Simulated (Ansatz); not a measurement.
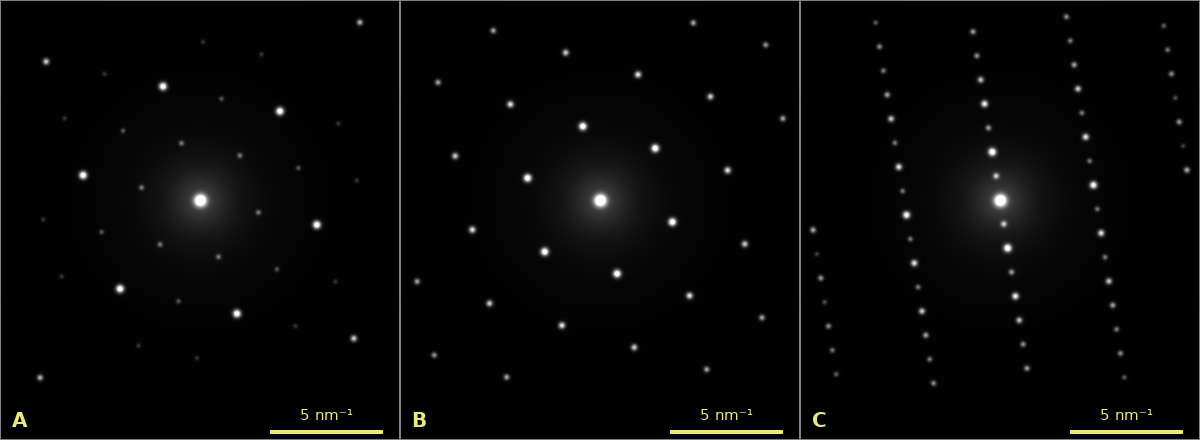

Kinematic electron diffraction patterns (120 kV, B = 0.5 Å², same scale, each along a low-index zone) of three structures of composition Cs2B, each relaxed at zero pressure with Ansatz, DFT PBE, scalar-relativistic, plane waves, PAW.

The structures (standard cells):
1. Fd-3m (No. 227), a = 10.521 Å, 24 atoms; generated start, possibly hypothetical
2. P6_3/mmc (No. 194), a = 4.695 Å, c = 18.253 Å (hexagonal axes), 6 atoms; generated start, possibly hypothetical
3. Fm-3m (No. 225), a = 8.306 Å, 12 atoms; generated start, possibly hypothetical

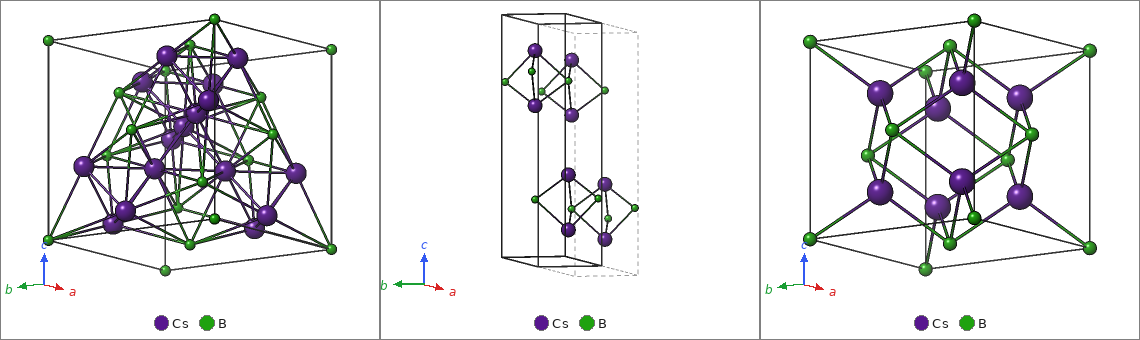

Drawings of the structures 1 to 3, from left to right (each may span several cells).

Which pattern belongs to which structure, and along which zone?

Answer. A is structure 1 along [111] or an equivalent direction: hexagonal net of -2 2 0 at d = 3.72 Å and -2 0 2 at d = 3.72 Å, 60.0° apart (some points of this net are extinct or too weak to see). B is structure 3 along [111] or an equivalent direction: hexagonal net of -2 2 0 at d = 2.94 Å and -2 0 2 at d = 2.94 Å, 60.0° apart. C is structure 2 along [210] or an equivalent direction: rectangular net of 0 0 2 at d = 9.13 Å and 1 -2 0 at d = 2.35 Å, 90.0° apart (some points of this net are extinct or too weak to see).

Which structure lies lowest at this level of theory, and by how much?

Answer. Structure 3 (Fm-3m, 47.76 Å³ an atom) is the lowest of these; structure 2 (P6_3/mmc, 58.08 Å³ an atom) lies about 37 meV an atom higher; structure 1 (Fd-3m, 48.53 Å³ an atom) lies about 550 meV an atom higher. These are static energies at 0 K; other structures, not shown, may lie lower still.
